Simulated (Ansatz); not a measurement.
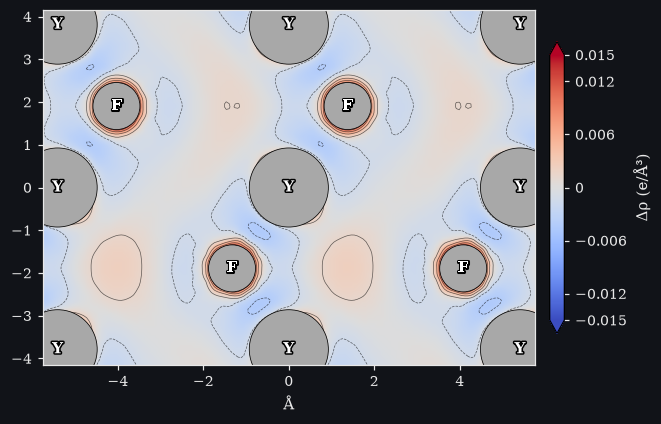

Y₄F₃. Difference of the valence pseudo-densities of two functionals at the same geometry, on the (101̄) plane of the calculation cell: one of PBE and PBEsol less the other.

Both computed with Ansatz (plane waves, PAW), on the same k-point mesh. Grey discs cover the atomic cores.

```cif
data_structure
_symmetry_space_group_name_H-M 'P 1'
_symmetry_Int_Tables_number 1
_cell_length_a 5.4092
_cell_length_b 5.4092
_cell_length_c 5.3328
_cell_angle_alpha 90.000
_cell_angle_beta 90.000
_cell_angle_gamma 90.000
_cell_volume 156.03
loop_
_atom_site_label
_atom_site_type_symbol
_atom_site_fract_x
_atom_site_fract_y
_atom_site_fract_z
_atom_site_occupancy
Y1 Y 0.25430 0.25430 0.25269 1
Y2 Y 0.74570 0.74570 0.25269 1
Y3 Y 0.74570 0.25430 0.74731 1
Y4 Y 0.25430 0.74570 0.74731 1
F1 F 0.00000 0.00000 0.00000 1
F2 F 0.00000 0.00000 0.50000 1
F3 F 0.50000 0.50000 0.00000 1
```

> Which was subtracted from which, and what does the map show?

It is PBE less PBEsol. Against PBEsol, PBE gives a change of −0.004 e/Å³ at the midpoint of Y–F and −0.004 e/Å³ at the midpoint of Y–F.
